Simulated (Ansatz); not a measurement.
A series of calculations on BHClF

Part 1: Relaxation

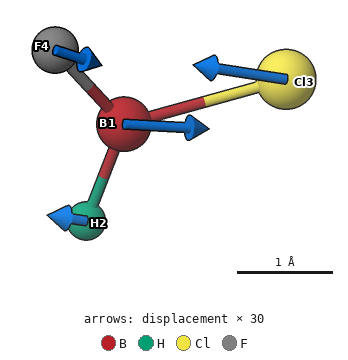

A relaxation of BHClF. The starting structure is drawn; blue arrows show the displacements, 30 times their true length. The two geometries are superimposed by the best rigid fit.

A ball-and-stick model, seen at a tilt.

The run prepares an end point of a later path (reaction) calculation, from a guessed geometry.

Level of theory: Ansatz, RKS PBE0-D4/6-31G*. Set-up: no spin polarisation; force threshold 0.03 eV/Å; at most 50 steps.

Q: What did the optimiser do to the structure, and how much energy did it gain?

A: Cl3 moves most after the best rigid fit: 0.037 Å. Largest moves by element: Cl 0.037 Å, B 0.033 Å, F 0.020 Å, H 0.016 Å. Some distances before and after: B1–Cl3 1.812 → 1.748 Å, B1–F4 1.305 → 1.312 Å, B1–H2 1.186 → 1.191 Å. Among the angles between lasting bonds that change: H2–B1–Cl3 117.1° → 120.4°, H2–B1–F4 123.5° → 120.6°. Over 3 geometry steps the energy falls by 1.09 kcal/mol. The largest force component goes from 1.4 to 0.021 eV/Å. Cost: 5.9 s on 1 thread of Arm Neoverse V1, on a shared host, peak memory 0.12 GiB.

Part 2: Relaxation

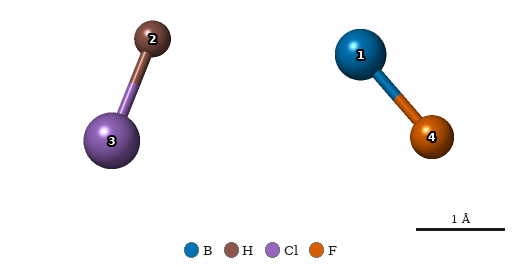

BHClF, before the relaxation. A ball-and-stick model, seen from a free direction.

The run prepares an end point of a later path (reaction) calculation, from a guessed geometry.

These are results of Ansatz, RKS PBE0-D4/6-31G*, not measurements.

Input
```yaml
crystal:
  periodic: [false, false, false]
  atoms:
    - { symbol: B, position_ang: [-0.850635, 9.1e-05, 0.087171] }
    - { symbol: H, position_ang: [1.160507, -7.9e-05, 1.370554] }
    - { symbol: Cl, position_ang: [2.189031, 5.0e-05, 0.5251] }
    - { symbol: F, position_ang: [-1.075204, -6.2e-05, -1.160824] }
basis:
  gaussian: { orbitals: "6-31G*" }
hamiltonian:
  xc: pbe0
  dispersion: d4
relax:
  f_tol: 0.03
  max_steps: 50
```

Run as
```bash
ansatz run input.yaml --threads 1 --pin off --max-ram 2048MiB --backend cpu --events-out ev --progress --plain --runs-dir out
```

### Where does the relaxation end?

The atom that moves furthest after the best rigid fit is Cl3 (0.82 Å). Largest moves by element: Cl 0.82 Å, H 0.68 Å, F 0.66 Å, B 0.46 Å. Near-neighbour distances that change, for instance: H2–Cl3 1.331 → 1.314 Å, B1–F4 1.268 → 1.262 Å. After 9 accepted moves (11 points after the start) the energy has fallen by 21.5 kJ/mol. The largest force component goes from 0.81 to 0.0022 eV/Å. The line search rejected the trial steps at points 4, 9 of the run. Cost: 15 s on 1 thread of Arm Neoverse V1 (shared host), peak memory 0.12 GiB.

Final geometry:

```xyz
4

B    -0.5811   -0.0001   -0.2885
H     1.2621    0.0001    0.7018
Cl    2.4253    0.0000    1.3129
F    -1.6826    0.0000   -0.9042
```

After the run, drawn alike:

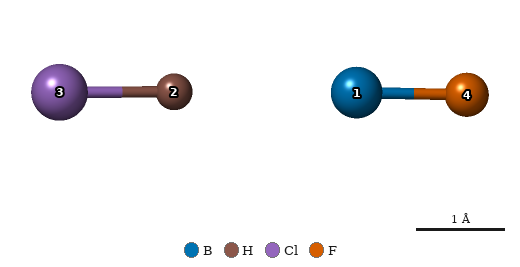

Limits of the set-up: the start holds two separate molecules, 2.4 Å apart at their closest, whose relative position is a soft coordinate.

Part 3: Path

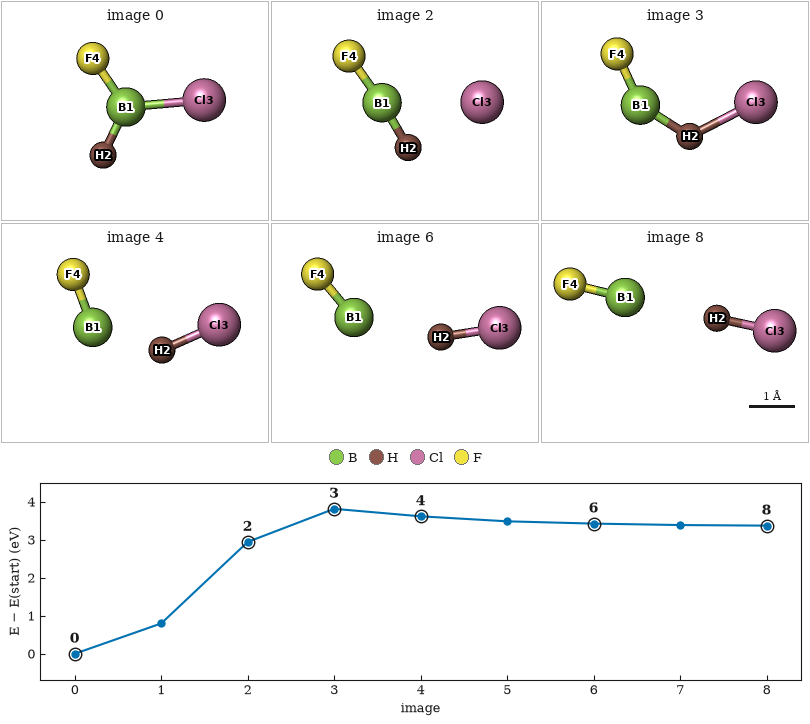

A nudged-elastic-band calculation for BHClF. Images are numbered from 0 (start) to 8 (end). A ball-and-stick model, seen face on.

Theory: RKS PBE0-D4/6-31G* in Ansatz.

Input
```yaml
crystal:
  periodic: [false, false, false]
  atoms:
    - { symbol: B, position_ang: [0.244317, 0.0, 0.273747] }
    - { symbol: H, position_ang: [-0.009554, 0.0, 1.437377] }
    - { symbol: Cl, position_ang: [1.905853, 0.0, -0.269337] }
    - { symbol: F, position_ang: [-0.716916, 0.0, -0.619787] }
basis:
  gaussian: { orbitals: "6-31G*" }
hamiltonian:
  xc: pbe0
  dispersion: d4
neb:
  order_check: false
  images: 7
  f_tol: 0.05
  max_iterations: 60
  final_atoms:
    - { symbol: B, position_ang: [-0.64988186, -0.00010216, -0.12676542] }
    - { symbol: H, position_ang: [1.33165419, 3.982e-05, 0.54513737] }
    - { symbol: Cl, position_ang: [2.57993419, 2.67e-05, 0.95549143] }
    - { symbol: F, position_ang: [-1.83800652, 3.563e-05, -0.55186338] }
  initial_path:
    images:
      - { positions_ang: [[0.244317, 0.0, 0.273747], [-0.009554, 0.0, 1.437377], [1.905853, 0.0, -0.269337], [-0.716916, 0.0, -0.619787]] }
      - { positions_ang: [[0.18383495, 0.0, 0.20428952], [0.11863403, 0.0, 1.40117451], [1.94217783, 0.0, -0.14932485], [-0.8209468, 0.0, -0.63413919]] }
      - { positions_ang: [[0.12335289, 0.0, 0.13483204], [0.24682206, 0.0, 1.36497202], [1.97850265, 0.0, -0.0293127], [-0.92497761, 0.0, -0.64849137]] }
      - { positions_ang: [[0.06287084, 0.0, 0.06537456], [0.3750101, 0.0, 1.32876954], [2.01482748, 0.0, 0.09069946], [-1.02900841, 0.0, -0.66284356]] }
      - { positions_ang: [[0.00238878, 0.0, -0.00408292], [0.50319813, 0.0, 1.29256705], [2.0511523, 0.0, 0.21071161], [-1.13303921, 0.0, -0.67719574]] }
      - { positions_ang: [[-0.16067888, -2.554e-05, -0.03475354], [0.71031214, 9.96e-06, 1.10570963], [2.18334778, 6.67e-06, 0.39690656], [-1.30928104, 8.91e-06, -0.64586265]] }
      - { positions_ang: [[-0.32374654, -5.108e-05, -0.06542417], [0.91742616, 1.991e-05, 0.91885221], [2.31554325, 1.335e-05, 0.58310152], [-1.48552286, 1.782e-05, -0.61452956]] }
      - { positions_ang: [[-0.4868142, -7.662e-05, -0.0960948], [1.12454017, 2.987e-05, 0.73199479], [2.44773872, 2.002e-05, 0.76929648], [-1.66176469, 2.672e-05, -0.58319647]] }
      - { positions_ang: [[-0.64988186, -0.00010216, -0.12676542], [1.33165419, 3.982e-05, 0.54513737], [2.57993419, 2.67e-05, 0.95549143], [-1.83800652, 3.563e-05, -0.55186338]] }
```

Launched with:
```bash
ansatz run input.yaml --threads 1 --pin off --max-ram 2048MiB --backend cpu --events-out ev --progress --plain --runs-dir out
```

Q: What happens along the path, and what is the barrier?

A: Breaking: B1–Cl3 (1.75 → 2.57 at the top → 3.41 Å), B1–H2 (1.19 → 1.30 at the top → 2.09 Å). Forming: H2–Cl3 (2.57 → 1.66 at the top → 1.31 Å). Forward barrier 3.81 eV, backward barrier 0.44 eV, with image 3 at the top; the reaction energy is +3.37 eV. The band converged in 14 iterations. The largest component of the band force went from 4.6 to 0.01 eV/Å. The climbing image converged on the top of the path. Its vibrational analysis gives one imaginary mode (812i cm⁻¹), as a transition state must have.
